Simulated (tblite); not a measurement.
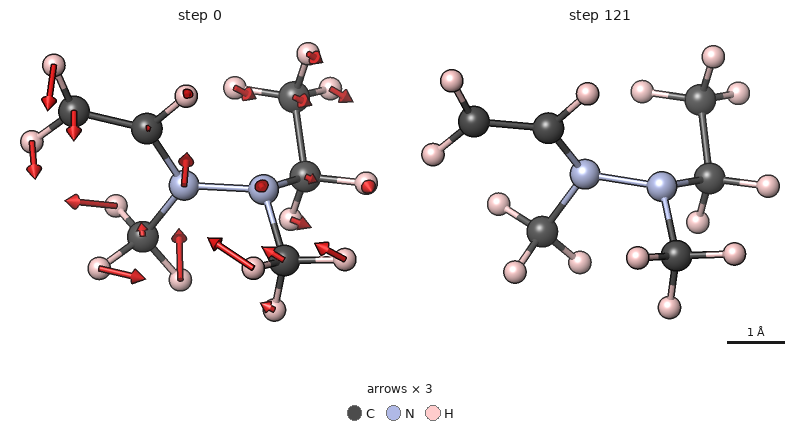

The structure of C6H14N2 before (left) and after (right) a relaxation, at one scale. The red arrows give the displacements, 3 times their true length.

Style: ball-and-stick. Shown at a tilt.

These are results of GFN2-xTB geometry optimisation, gas phase in tblite, not measurements. 

Question: Describe what moved and what it gained.

Answer: An H atom moves most after the best rigid fit: 0.39 Å. Largest moves by element: H 0.39 Å, N 0.27 Å, C 0.22 Å. Near-neighbour distances that change, for instance: C–N 1.400 → 1.376 Å, C–N 1.477 → 1.454 Å, C–H 1.093 → 1.074 Å, N–N 1.417 → 1.400 Å. Bond angles that change, for instance: N–N–C 110.6° → 113.7°, C–N–N 122.6° → 119.5°, H–C–H 105.7° → 108.7°. Over 121 geometry steps the energy falls by 3.60 kcal/mol.
